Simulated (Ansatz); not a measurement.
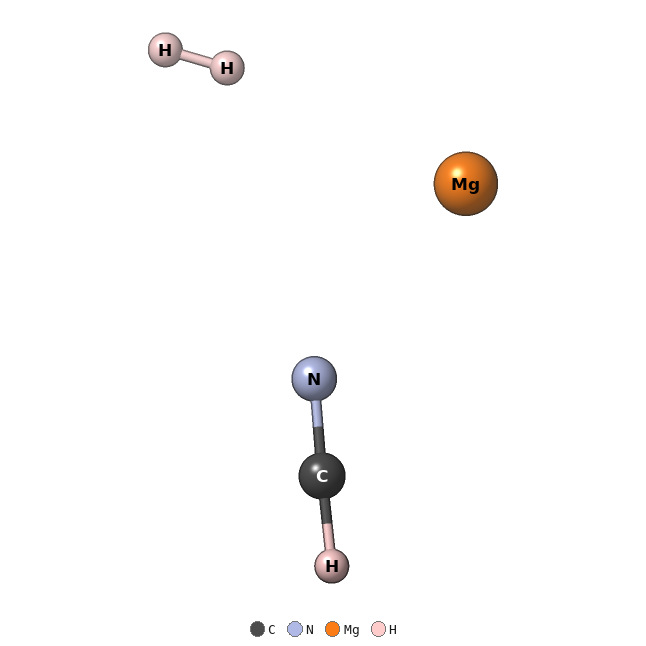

All atoms lie in one plane, which faces the viewer. Computed geometry: PBE-D4/def2-SVP optimisation. No frequency run is at hand to confirm it as a minimum.

Q: List the symmetry elements and name the point group.

A: It has 1 mirror plane, so the point group is Cs. The group has 2 operations. The geometry is achiral, and symmetry allows a dipole moment.
